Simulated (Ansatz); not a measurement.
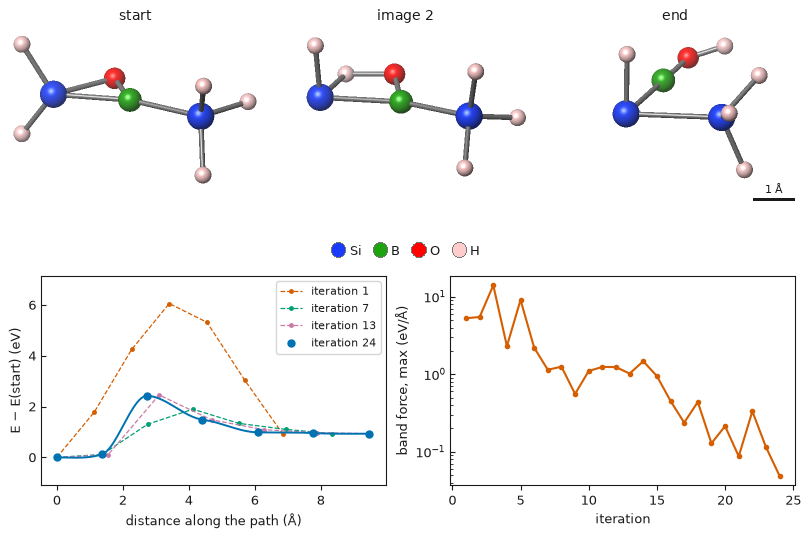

A search for the minimum-energy path of BSi2H5O by the nudged elastic band. Images are numbered from 0 (start) to 6 (end). The plot follows the band through its iterations. A ball-and-stick model, seen at a tilt.

All numbers below come from RKS PBE0-D4/6-31G* (Ansatz). Settings: 5 movable images; climbing image; force threshold 0.05 eV/Å; iteration limit 56; starting path by straight interpolation.

How did the profile develop, and is the result final?

Answer. The run is converged, with reservations. The band converged in 24 iterations. The largest component of the band force went from 5.3 to 0.049 eV/Å. The climbing image converged on the top of the path. Its curvatures weren't checked. The straight starting path can push atoms close together and costs iterations. The first iteration put the highest image at 6.06 eV. The highest point, image 2, lies 2.42 eV above the start and 1.49 eV above the end; the end is at +0.93 eV relative to the start.

Cost: 7.5 min on 1 thread of Arm Neoverse V1, on a shared host, peak memory 0.15 GiB.
